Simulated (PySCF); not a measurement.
```yaml
atoms:
  - { symbol: C, position_ang: [2.5754, -0.7810, -0.0138] }
  - { symbol: C, position_ang: [1.7761, 0.1183, -0.0147] }
  - { symbol: B, position_ang: [0.5916, 1.0970, -0.0119] }
  - { symbol: O, position_ang: [-0.6666, 0.7175, -0.0039] }
  - { symbol: C, position_ang: [-1.1642, -0.5966, 0.0070] }
  - { symbol: H, position_ang: [0.8186, 2.2469, -0.0186] }
  - { symbol: H, position_ang: [-0.3520, -1.3284, -0.0026] }
  - { symbol: H, position_ang: [-1.7957, -0.7365, -0.8732] }
  - { symbol: H, position_ang: [-1.7696, -0.7312, 0.9064] }
```

Geometry: GFN2-xTB.

All numbers below come from UKS B3LYP, pcH-1 on B C H O, non-relativistic, mean-field spin-orbit, GIAO in PySCF.

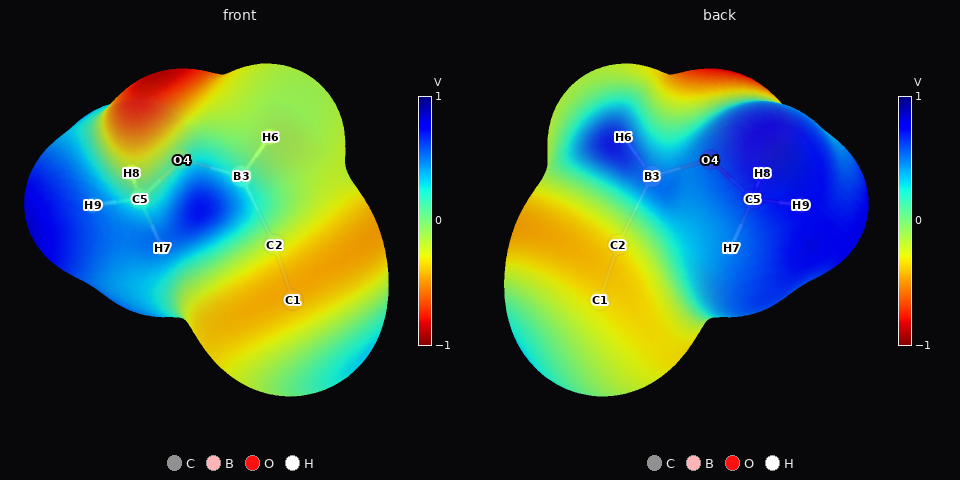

C$_{3}$H$_{4}$BO (SMILES [C]#CBOC) (doublet). The electrostatic potential painted on the density surface at 0.001 e/bohr³, seen from the front and from behind; the colour scale runs from red (negative) to blue (positive).

Question: Describe the electrostatic potential map.

Answer: The most negative region (about −0.9 V) lies over O4, the most positive (about +0.8 V) over C5, H8 and H9.
